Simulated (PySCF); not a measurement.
```tsv
atom	x (Å)	y (Å)	z (Å)
C	-2.3578	-1.0088	0.0680
C	-1.0456	-0.8076	0.0959
C	-0.3823	0.4614	-0.1208
C	-0.9717	1.6702	-0.4020
S	0.2207	2.8807	-0.5741
N	1.4559	1.8487	-0.2886
C	1.0354	0.6301	-0.0679
Si	2.3380	-0.6865	0.2791
H	-2.7794	-1.9841	0.2393
H	-3.0586	-0.2142	-0.1248
H	-0.3761	-1.6350	0.2942
H	-2.0089	1.9105	-0.5152
H	2.0550	-1.2739	1.5937
H	2.2200	-1.7270	-0.7489
H	3.6509	-0.0565	0.2502
```

Geometry: GFN2-xTB.

All numbers below come from PBE0/pcSseg-1, SCF density, in a acetonitrile solvent model, non-relativistic (PySCF 2.14.0).

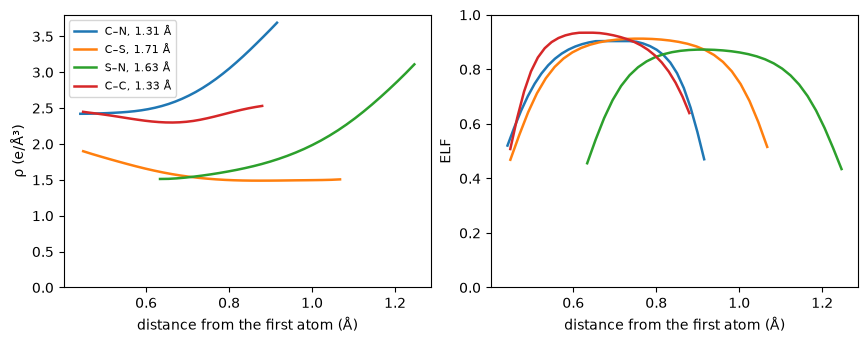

C5H7NSSi (SMILES C=Cc1csnc1[SiH3]). Electron density and electron localisation function along straight lines between neighbouring atoms. The curves leave out the atomic cores.

### Compare the contacts.

C–N (1.31 Å): the density is about 2.6 e/Å³ at the midpoint; the ELF peaks at about 0.90 between the atoms (localised, covalent bonding).
C–S (1.71 Å): ρ is about 1.5 e/Å³ halfway; the ELF peaks at about 0.90 between the atoms, as expected for localised, covalent bonding.
S–N (1.63 Å): the density is about 1.6 e/Å³ at the midpoint; the ELF peaks at about 0.85 between the atoms, as expected for localised, covalent bonding.
C–C (1.33 Å): the density is about 2.3 e/Å³ at the midpoint; the ELF peaks at about 0.95 between the atoms (a multiple bond).
